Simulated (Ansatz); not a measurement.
## Run report: SnH6O, molecular dynamics (part 1 of 4)

System: SnH6O.
Method: RKS LDA/def2-mTZVP (Ansatz 0.2.0).

It belongs to a series of runs on one base structure; here: dynamics from the highest image of the converged band. Figures and captions count atoms from 1; the log counts them from 0 in places.

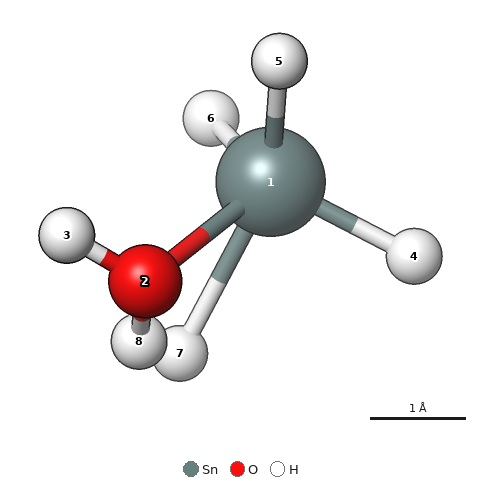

*The input geometry (ball-and-stick view, seen at a tilt; atoms are numbered from 1 in the order of the input). Sticks mark near contacts.*

Bond lengths as drawn: H–O 0.98 to 1.22 Å, H–Sn 1.71 to 2.14 Å and O–Sn 2.18 Å.

**Input file**
```yaml
crystal:
  periodic: [false, false, false]
  atoms:
    - { symbol: Sn, position_ang: [0.064931, -0.172695, -0.11241] }
    - { symbol: O, position_ang: [0.158382, -0.029511, 2.058327] }
    - { symbol: H, position_ang: [-0.713025, -0.084102, 2.509902] }
    - { symbol: H, position_ang: [1.575065, 0.197693, -0.815824] }
    - { symbol: H, position_ang: [-0.927258, 1.24405, -0.08757] }
    - { symbol: H, position_ang: [-0.83429, -1.429991, -0.851655] }
    - { symbol: H, position_ang: [0.998307, -1.739507, 1.004493] }
    - { symbol: H, position_ang: [0.644287, -1.113337, 1.793535] }
basis:
  gaussian: { orbitals: def2-mTZVP }
hamiltonian:
  xc: lda
md:
  timestep: 0.5
  n_steps: 200
  ensemble: nve
  temperature: 300.0
  initial_velocities: maxwell_boltzmann
  seed: 5953
```

Hardware: 1 thread of AMD EPYC (Zen 3), 192 GiB of memory available, shared host.

Run as:
```bash
ansatz run input.yaml --threads 1 --pin off --max-ram 2048MiB --backend cpu --events-out ev --progress --plain --runs-dir out
```

**Output**
```
Engine: ansatz 0.2.0, x86_64-unknown-linux-gnu
Functional definition: SPW92
  exchange = slater_x
  correlation = pw_c
793 factors; their error is unknown
mean field evaluation 1: about -7942.5590 eV, gradient 6.2e1 eV
mean field evaluation 2: about -7883.2310 eV, gradient 1.7e2 eV
mean field evaluation 4: about -7948.8506 eV, gradient 8.4e0 eV
mean field evaluation 8: about -7949.0425 eV, gradient 1.5e-1 eV
mean field evaluation 16: about -7949.0302 eV, gradient 6.6e-5 eV
mean field -7949.03019625 eV, -292.1214716661 hartree, gradient 1.0e-5 eV, S^2 0.000000; 0 other end points of the search recorded, 0 dependent functions left out
the calculation of the forces begins
reference -7949.03024370 eV, -292.1214734098 hartree; 18, 18 occupied and 60, 60 virtual orbitals, 793 factors
md step     0: t =     0.00 fs  T =   300.0 K  F+E_penalty+E_count = -7949.03019625 eV  E_kin = 0.232668 eV  conserved = -7948.79752826 eV  (26 SCF iters)
these checks for a lower state are left out or cut short: starts, cluster_reference, orbital_swaps, neighbouring_geometries, increment
793 factors; their error is unknown
mean field -7949.02786824 eV, -292.1213861131 hartree, gradient 1.8e-5 eV, S^2 0.000000; 0 other end points of the search recorded, 0 dependent functions left out
the calculation of the forces begins
reference -7949.02791563 eV, -292.1213878546 hartree; 18, 18 occupied and 60, 60 virtual orbitals, 793 factors
md step     1: t =     0.50 fs  T =   297.0 K  F+E_penalty+E_count = -7949.02786824 eV  E_kin = 0.230347 eV  conserved = -7948.79752168 eV  (27 SCF iters)
[... from here on the SCF iterations and repeated set-up lines of each step are left out, up to the last step ...]
md step     2: t =     1.00 fs  T =   288.4 K  F+E_penalty+E_count = -7949.02110922 eV  E_kin = 0.223637 eV  conserved = -7948.79747246 eV  (27 SCF iters)
md step     3: t =     1.50 fs  T =   275.1 K  F+E_penalty+E_count = -7949.01075188 eV  E_kin = 0.213360 eV  conserved = -7948.79739207 eV  (27 SCF iters)
md step     4: t =     2.00 fs  T =   258.9 K  F+E_penalty+E_count = -7948.99811175 eV  E_kin = 0.200813 eV  conserved = -7948.79729834 eV  (27 SCF iters)
md step     5: t =     2.50 fs  T =   241.8 K  F+E_penalty+E_count = -7948.98470232 eV  E_kin = 0.187493 eV  conserved = -7948.79720950 eV  (28 SCF iters)
md step     6: t =     3.00 fs  T =   225.4 K  F+E_penalty+E_count = -7948.97194348 eV  E_kin = 0.174804 eV  conserved = -7948.79713951 eV  (27 SCF iters)
md step     7: t =     3.50 fs  T =   211.3 K  F+E_penalty+E_count = -7948.96094235 eV  E_kin = 0.163848 eV  conserved = -7948.79709435 eV  (27 SCF iters)
md step     8: t =     4.00 fs  T =   200.3 K  F+E_penalty+E_count = -7948.95239689 eV  E_kin = 0.155325 eV  conserved = -7948.79707175 eV  (28 SCF iters)
md step     9: t =     4.50 fs  T =   192.9 K  F+E_penalty+E_count = -7948.94663427 eV  E_kin = 0.149572 eV  conserved = -7948.79706232 eV  (27 SCF iters)
md step    10: t =     5.00 fs  T =   189.2 K  F+E_penalty+E_count = -7948.94376253 eV  E_kin = 0.146709 eV  conserved = -7948.79705321 eV  (27 SCF iters)
md step    11: t =     5.50 fs  T =   189.3 K  F+E_penalty+E_count = -7948.94387627 eV  E_kin = 0.146842 eV  conserved = -7948.79703382 eV  (28 SCF iters)
md step    12: t =     6.00 fs  T =   193.7 K  F+E_penalty+E_count = -7948.94722674 eV  E_kin = 0.150225 eV  conserved = -7948.79700192 eV  (27 SCF iters)
md step    13: t =     6.50 fs  T =   202.8 K  F+E_penalty+E_count = -7948.95426252 eV  E_kin = 0.157295 eV  conserved = -7948.79696745 eV  (27 SCF iters)
md step    14: t =     7.00 fs  T =   217.3 K  F+E_penalty+E_count = -7948.96548752 eV  E_kin = 0.168537 eV  conserved = -7948.79695092 eV  (28 SCF iters)
md step    15: t =     7.50 fs  T =   237.5 K  F+E_penalty+E_count = -7948.98116311 eV  E_kin = 0.184186 eV  conserved = -7948.79697695 eV  (27 SCF iters)
md step    16: t =     8.00 fs  T =   262.9 K  F+E_penalty+E_count = -7949.00095737 eV  E_kin = 0.203891 eV  conserved = -7948.79706651 eV  (28 SCF iters)
md step    17: t =     8.50 fs  T =   292.0 K  F+E_penalty+E_count = -7949.02366210 eV  E_kin = 0.226430 eV  conserved = -7948.79723259 eV  (27 SCF iters)
md step    18: t =     9.00 fs  T =   321.8 K  F+E_penalty+E_count = -7949.04705164 eV  E_kin = 0.249574 eV  conserved = -7948.79747805 eV  (27 SCF iters)
md step    19: t =     9.50 fs  T =   348.3 K  F+E_penalty+E_count = -7949.06792897 eV  E_kin = 0.270143 eV  conserved = -7948.79778591 eV  (27 SCF iters)
md step    20: t =    10.00 fs  T =   366.7 K  F+E_penalty+E_count = -7949.08251242 eV  E_kin = 0.284422 eV  conserved = -7948.79809036 eV  (28 SCF iters)
md step    21: t =    10.50 fs  T =   373.1 K  F+E_penalty+E_count = -7949.08756295 eV  E_kin = 0.289323 eV  conserved = -7948.79823959 eV  (27 SCF iters)
md step    22: t =    11.00 fs  T =   367.0 K  F+E_penalty+E_count = -7949.08268158 eV  E_kin = 0.284666 eV  conserved = -7948.79801585 eV  (29 SCF iters)
md step    23: t =    11.50 fs  T =   355.8 K  F+E_penalty+E_count = -7949.07326990 eV  E_kin = 0.275956 eV  conserved = -7948.79731371 eV  (28 SCF iters)
md step    24: t =    12.00 fs  T =   354.6 K  F+E_penalty+E_count = -7949.07142813 eV  E_kin = 0.274996 eV  conserved = -7948.79643190 eV  (28 SCF iters)
md step    25: t =    12.50 fs  T =   380.3 K  F+E_penalty+E_count = -7949.09096663 eV  E_kin = 0.294914 eV  conserved = -7948.79605300 eV  (29 SCF iters)
md step    26: t =    13.00 fs  T =   439.6 K  F+E_penalty+E_count = -7949.13750077 eV  E_kin = 0.340902 eV  conserved = -7948.79659892 eV  (29 SCF iters)
md step    27: t =    13.50 fs  T =   522.2 K  F+E_penalty+E_count = -7949.20267973 eV  E_kin = 0.404986 eV  conserved = -7948.79769348 eV  (28 SCF iters)
md step    28: t =    14.00 fs  T =   607.4 K  F+E_penalty+E_count = -7949.26962051 eV  E_kin = 0.471045 eV  conserved = -7948.79857516 eV  (28 SCF iters)
md step    29: t =    14.50 fs  T =   677.2 K  F+E_penalty+E_count = -7949.32402276 eV  E_kin = 0.525192 eV  conserved = -7948.79883030 eV  (28 SCF iters)
md step    30: t =    15.00 fs  T =   724.9 K  F+E_penalty+E_count = -7949.36077024 eV  E_kin = 0.562233 eV  conserved = -7948.79853729 eV  (28 SCF iters)
md step    31: t =    15.50 fs  T =   754.8 K  F+E_penalty+E_count = -7949.38334767 eV  E_kin = 0.585368 eV  conserved = -7948.79797937 eV  (28 SCF iters)
md step    32: t =    16.00 fs  T =   776.7 K  F+E_penalty+E_count = -7949.39978891 eV  E_kin = 0.602382 eV  conserved = -7948.79740714 eV  (28 SCF iters)
md step    33: t =    16.50 fs  T =   801.7 K  F+E_penalty+E_count = -7949.41875448 eV  E_kin = 0.621781 eV  conserved = -7948.79697345 eV  (27 SCF iters)
md step    34: t =    17.00 fs  T =   838.4 K  F+E_penalty+E_count = -7949.44696945 eV  E_kin = 0.650212 eV  conserved = -7948.79675703 eV  (28 SCF iters)
md step    35: t =    17.50 fs  T =   891.0 K  F+E_penalty+E_count = -7949.48782343 eV  E_kin = 0.691020 eV  conserved = -7948.79680294 eV  (27 SCF iters)
md step    36: t =    18.00 fs  T =   958.6 K  F+E_penalty+E_count = -7949.54058871 eV  E_kin = 0.743441 eV  conserved = -7948.79714784 eV  (27 SCF iters)
md step    37: t =    18.50 fs  T =  1034.2 K  F+E_penalty+E_count = -7949.59990979 eV  E_kin = 0.802099 eV  conserved = -7948.79781054 eV  (28 SCF iters)
md step    38: t =    19.00 fs  T =  1105.1 K  F+E_penalty+E_count = -7949.65577075 eV  E_kin = 0.857053 eV  conserved = -7948.79871732 eV  (27 SCF iters)
md step    39: t =    19.50 fs  T =  1154.7 K  F+E_penalty+E_count = -7949.69509578 eV  E_kin = 0.895537 eV  conserved = -7948.79955869 eV  (27 SCF iters)
md step    40: t =    20.00 fs  T =  1169.8 K  F+E_penalty+E_count = -7949.70697955 eV  E_kin = 0.907279 eV  conserved = -7948.79970079 eV  (27 SCF iters)
md step    41: t =    20.50 fs  T =  1152.2 K  F+E_penalty+E_count = -7949.69217965 eV  E_kin = 0.893636 eV  conserved = -7948.79854336 eV  (28 SCF iters)
md step    42: t =    21.00 fs  T =  1127.1 K  F+E_penalty+E_count = -7949.67065830 eV  E_kin = 0.874118 eV  conserved = -7948.79653988 eV  (28 SCF iters)
md step    43: t =    21.50 fs  T =  1131.5 K  F+E_penalty+E_count = -7949.67305615 eV  E_kin = 0.877513 eV  conserved = -7948.79554282 eV  (29 SCF iters)
md step    44: t =    22.00 fs  T =  1182.7 K  F+E_penalty+E_count = -7949.71392969 eV  E_kin = 0.917217 eV  conserved = -7948.79671278 eV  (27 SCF iters)
md step    45: t =    22.50 fs  T =  1260.0 K  F+E_penalty+E_count = -7949.77596941 eV  E_kin = 0.977197 eV  conserved = -7948.79877229 eV  (27 SCF iters)
md step    46: t =    23.00 fs  T =  1325.1 K  F+E_penalty+E_count = -7949.82760051 eV  E_kin = 1.027729 eV  conserved = -7948.79987133 eV  (27 SCF iters)
md step    47: t =    23.50 fs  T =  1354.3 K  F+E_penalty+E_count = -7949.84991193 eV  E_kin = 1.050305 eV  conserved = -7948.79960715 eV  (27 SCF iters)
md step    48: t =    24.00 fs  T =  1348.5 K  F+E_penalty+E_count = -7949.84445504 eV  E_kin = 1.045841 eV  conserved = -7948.79861375 eV  (27 SCF iters)
md step    49: t =    24.50 fs  T =  1324.8 K  F+E_penalty+E_count = -7949.82502544 eV  E_kin = 1.027467 eV  conserved = -7948.79755799 eV  (27 SCF iters)
md step    50: t =    25.00 fs  T =  1303.2 K  F+E_penalty+E_count = -7949.80748632 eV  E_kin = 1.010688 eV  conserved = -7948.79679796 eV  (27 SCF iters)
md step    51: t =    25.50 fs  T =  1298.7 K  F+E_penalty+E_count = -7949.80367768 eV  E_kin = 1.007215 eV  conserved = -7948.79646315 eV  (27 SCF iters)
md step    52: t =    26.00 fs  T =  1318.2 K  F+E_penalty+E_count = -7949.81890150 eV  E_kin = 1.022316 eV  conserved = -7948.79658568 eV  (26 SCF iters)
md step    53: t =    26.50 fs  T =  1359.1 K  F+E_penalty+E_count = -7949.85118952 eV  E_kin = 1.054026 eV  conserved = -7948.79716378 eV  (27 SCF iters)
md step    54: t =    27.00 fs  T =  1409.7 K  F+E_penalty+E_count = -7949.89141038 eV  E_kin = 1.093268 eV  conserved = -7948.79814208 eV  (27 SCF iters)
md step    55: t =    27.50 fs  T =  1450.9 K  F+E_penalty+E_count = -7949.92453420 eV  E_kin = 1.125235 eV  conserved = -7948.79929902 eV  (27 SCF iters)
md step    56: t =    28.00 fs  T =  1461.7 K  F+E_penalty+E_count = -7949.93370870 eV  E_kin = 1.133626 eV  conserved = -7948.80008254 eV  (27 SCF iters)
md step    57: t =    28.50 fs  T =  1430.6 K  F+E_penalty+E_count = -7949.90918392 eV  E_kin = 1.109518 eV  conserved = -7948.79966604 eV  (27 SCF iters)
md step    58: t =    29.00 fs  T =  1369.8 K  F+E_penalty+E_count = -7949.86012674 eV  E_kin = 1.062377 eV  conserved = -7948.79775018 eV  (27 SCF iters)
md step    59: t =    29.50 fs  T =  1316.7 K  F+E_penalty+E_count = -7949.81692355 eV  E_kin = 1.021191 eV  conserved = -7948.79573259 eV  (26 SCF iters)
md step    60: t =    30.00 fs  T =  1307.1 K  F+E_penalty+E_count = -7949.80948686 eV  E_kin = 1.013703 eV  conserved = -7948.79578405 eV  (27 SCF iters)
md step    61: t =    30.50 fs  T =  1340.0 K  F+E_penalty+E_count = -7949.83706431 eV  E_kin = 1.039244 eV  conserved = -7948.79782005 eV  (27 SCF iters)
md step    62: t =    31.00 fs  T =  1379.3 K  F+E_penalty+E_count = -7949.86939309 eV  E_kin = 1.069758 eV  conserved = -7948.79963486 eV  (27 SCF iters)
md step    63: t =    31.50 fs  T =  1389.4 K  F+E_penalty+E_count = -7949.87749703 eV  E_kin = 1.077562 eV  conserved = -7948.79993457 eV  (27 SCF iters)
md step    64: t =    32.00 fs  T =  1360.2 K  F+E_penalty+E_count = -7949.85401158 eV  E_kin = 1.054926 eV  conserved = -7948.79908534 eV  (27 SCF iters)
md step    65: t =    32.50 fs  T =  1304.8 K  F+E_penalty+E_count = -7949.80982636 eV  E_kin = 1.011915 eV  conserved = -7948.79791164 eV  (27 SCF iters)
md step    66: t =    33.00 fs  T =  1244.6 K  F+E_penalty+E_count = -7949.76218354 eV  E_kin = 0.965239 eV  conserved = -7948.79694451 eV  (27 SCF iters)
md step    67: t =    33.50 fs  T =  1198.6 K  F+E_penalty+E_count = -7949.72601368 eV  E_kin = 0.929619 eV  conserved = -7948.79639460 eV  (26 SCF iters)
md step    68: t =    34.00 fs  T =  1178.1 K  F+E_penalty+E_count = -7949.71001357 eV  E_kin = 0.913692 eV  conserved = -7948.79632166 eV  (27 SCF iters)
md step    69: t =    34.50 fs  T =  1184.4 K  F+E_penalty+E_count = -7949.71533075 eV  E_kin = 0.918590 eV  conserved = -7948.79674114 eV  (27 SCF iters)
md step    70: t =    35.00 fs  T =  1209.0 K  F+E_penalty+E_count = -7949.73529228 eV  E_kin = 0.937664 eV  conserved = -7948.79762782 eV  (27 SCF iters)
md step    71: t =    35.50 fs  T =  1234.3 K  F+E_penalty+E_count = -7949.75611731 eV  E_kin = 0.957296 eV  conserved = -7948.79882176 eV  (27 SCF iters)
md step    72: t =    36.00 fs  T =  1238.0 K  F+E_penalty+E_count = -7949.76002415 eV  E_kin = 0.960166 eV  conserved = -7948.79985851 eV  (27 SCF iters)
md step    73: t =    36.50 fs  T =  1203.1 K  F+E_penalty+E_count = -7949.73300303 eV  E_kin = 0.933091 eV  conserved = -7948.79991175 eV  (27 SCF iters)
md step    74: t =    37.00 fs  T =  1133.1 K  F+E_penalty+E_count = -7949.67714260 eV  E_kin = 0.878786 eV  conserved = -7948.79835670 eV  (27 SCF iters)
md step    75: t =    37.50 fs  T =  1059.9 K  F+E_penalty+E_count = -7949.61810085 eV  E_kin = 0.822044 eV  conserved = -7948.79605710 eV  (27 SCF iters)
md step    76: t =    38.00 fs  T =  1025.3 K  F+E_penalty+E_count = -7949.59049441 eV  E_kin = 0.795168 eV  conserved = -7948.79532595 eV  (27 SCF iters)
md step    77: t =    38.50 fs  T =  1042.0 K  F+E_penalty+E_count = -7949.60509604 eV  E_kin = 0.808116 eV  conserved = -7948.79697971 eV  (27 SCF iters)
md step    78: t =    39.00 fs  T =  1081.3 K  F+E_penalty+E_count = -7949.63772972 eV  E_kin = 0.838646 eV  conserved = -7948.79908346 eV  (27 SCF iters)
md step    79: t =    39.50 fs  T =  1103.7 K  F+E_penalty+E_count = -7949.65582120 eV  E_kin = 0.855993 eV  conserved = -7948.79982784 eV  (27 SCF iters)
md step    80: t =    40.00 fs  T =  1091.1 K  F+E_penalty+E_count = -7949.64540038 eV  E_kin = 0.846179 eV  conserved = -7948.79922150 eV  (27 SCF iters)
md step    81: t =    40.50 fs  T =  1051.1 K  F+E_penalty+E_count = -7949.61326959 eV  E_kin = 0.815174 eV  conserved = -7948.79809530 eV  (27 SCF iters)
md step    82: t =    41.00 fs  T =  1003.7 K  F+E_penalty+E_count = -7949.57554998 eV  E_kin = 0.778467 eV  conserved = -7948.79708261 eV  (27 SCF iters)
md step    83: t =    41.50 fs  T =   968.6 K  F+E_penalty+E_count = -7949.54767006 eV  E_kin = 0.751222 eV  conserved = -7948.79644768 eV  (27 SCF iters)
md step    84: t =    42.00 fs  T =   958.4 K  F+E_penalty+E_count = -7949.53957945 eV  E_kin = 0.743321 eV  conserved = -7948.79625891 eV  (27 SCF iters)
md step    85: t =    42.50 fs  T =   976.9 K  F+E_penalty+E_count = -7949.55419776 eV  E_kin = 0.757662 eV  conserved = -7948.79653587 eV  (27 SCF iters)
md step    86: t =    43.00 fs  T =  1018.2 K  F+E_penalty+E_count = -7949.58698720 eV  E_kin = 0.789704 eV  conserved = -7948.79728356 eV  (27 SCF iters)
md step    87: t =    43.50 fs  T =  1067.2 K  F+E_penalty+E_count = -7949.62611939 eV  E_kin = 0.827705 eV  conserved = -7948.79841474 eV  (27 SCF iters)
md step    88: t =    44.00 fs  T =  1102.2 K  F+E_penalty+E_count = -7949.65442487 eV  E_kin = 0.854852 eV  conserved = -7948.79957244 eV  (27 SCF iters)
md step    89: t =    44.50 fs  T =  1103.2 K  F+E_penalty+E_count = -7949.65559995 eV  E_kin = 0.855603 eV  conserved = -7948.79999673 eV  (26 SCF iters)
md step    90: t =    45.00 fs  T =  1066.3 K  F+E_penalty+E_count = -7949.62587813 eV  E_kin = 0.826990 eV  conserved = -7948.79888821 eV  (26 SCF iters)
md step    91: t =    45.50 fs  T =  1015.9 K  F+E_penalty+E_count = -7949.58452603 eV  E_kin = 0.787894 eV  conserved = -7948.79663245 eV  (27 SCF iters)
md step    92: t =    46.00 fs  T =   993.5 K  F+E_penalty+E_count = -7949.56592687 eV  E_kin = 0.770544 eV  conserved = -7948.79538302 eV  (28 SCF iters)
md step    93: t =    46.50 fs  T =  1020.9 K  F+E_penalty+E_count = -7949.58839642 eV  E_kin = 0.791792 eV  conserved = -7948.79660444 eV  (27 SCF iters)
md step    94: t =    47.00 fs  T =  1077.2 K  F+E_penalty+E_count = -7949.63423100 eV  E_kin = 0.835402 eV  conserved = -7948.79882875 eV  (27 SCF iters)
md step    95: t =    47.50 fs  T =  1121.4 K  F+E_penalty+E_count = -7949.66965706 eV  E_kin = 0.869732 eV  conserved = -7948.79992476 eV  (28 SCF iters)
md step    96: t =    48.00 fs  T =  1129.7 K  F+E_penalty+E_count = -7949.67569736 eV  E_kin = 0.876176 eV  conserved = -7948.79952103 eV  (27 SCF iters)
md step    97: t =    48.50 fs  T =  1105.6 K  F+E_penalty+E_count = -7949.65587388 eV  E_kin = 0.857470 eV  conserved = -7948.79840340 eV  (28 SCF iters)
md step    98: t =    49.00 fs  T =  1068.4 K  F+E_penalty+E_count = -7949.62588504 eV  E_kin = 0.828577 eV  conserved = -7948.79730847 eV  (27 SCF iters)
md step    99: t =    49.50 fs  T =  1038.9 K  F+E_penalty+E_count = -7949.60227229 eV  E_kin = 0.805693 eV  conserved = -7948.79657968 eV  (26 SCF iters)
md step   100: t =    50.00 fs  T =  1031.7 K  F+E_penalty+E_count = -7949.59642663 eV  E_kin = 0.800119 eV  conserved = -7948.79630719 eV  (28 SCF iters)
md step   101: t =    50.50 fs  T =  1052.3 K  F+E_penalty+E_count = -7949.61262158 eV  E_kin = 0.816122 eV  conserved = -7948.79649994 eV  (27 SCF iters)
md step   102: t =    51.00 fs  T =  1096.6 K  F+E_penalty+E_count = -7949.64766057 eV  E_kin = 0.850506 eV  conserved = -7948.79715496 eV  (27 SCF iters)
md step   103: t =    51.50 fs  T =  1151.3 K  F+E_penalty+E_count = -7949.69108073 eV  E_kin = 0.892867 eV  conserved = -7948.79821341 eV  (27 SCF iters)
md step   104: t =    52.00 fs  T =  1195.5 K  F+E_penalty+E_count = -7949.72659249 eV  E_kin = 0.927189 eV  conserved = -7948.79940349 eV  (27 SCF iters)
md step   105: t =    52.50 fs  T =  1208.1 K  F+E_penalty+E_count = -7949.73701397 eV  E_kin = 0.936951 eV  conserved = -7948.80006297 eV  (26 SCF iters)
md step   106: t =    53.00 fs  T =  1180.3 K  F+E_penalty+E_count = -7949.71472891 eV  E_kin = 0.915400 eV  conserved = -7948.79932884 eV  (27 SCF iters)
md step   107: t =    53.50 fs  T =  1130.0 K  F+E_penalty+E_count = -7949.67356867 eV  E_kin = 0.876363 eV  conserved = -7948.79720595 eV  (28 SCF iters)
```
